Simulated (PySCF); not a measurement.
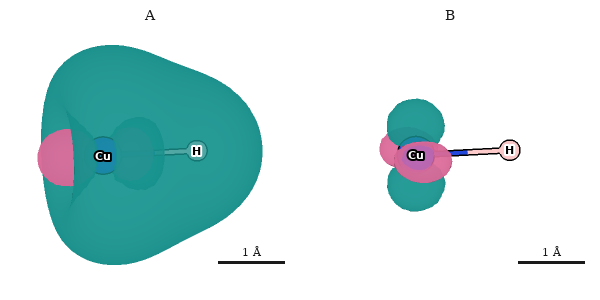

Figure 1: CuH. Two frontier orbitals, each drawn at the value that holds 80 % of its norm (teal and pink are the two phases), in no order; of a degenerate pair one member is drawn.

Computed with PBE0/def2-TZVPPD, non-relativistic Hamiltonian with scalar-relativistic core potentials where named, at a bond length of 1.483 Å in PySCF 2.14.0.

Question: Name the orbitals and rank them from lowest to highest energy.

Answer: Orbital B: δ, occupied, −7.87 eV; almost wholly on Cu.
Orbital A: σ, occupied, −6.65 eV; mainly on Cu (80 %).
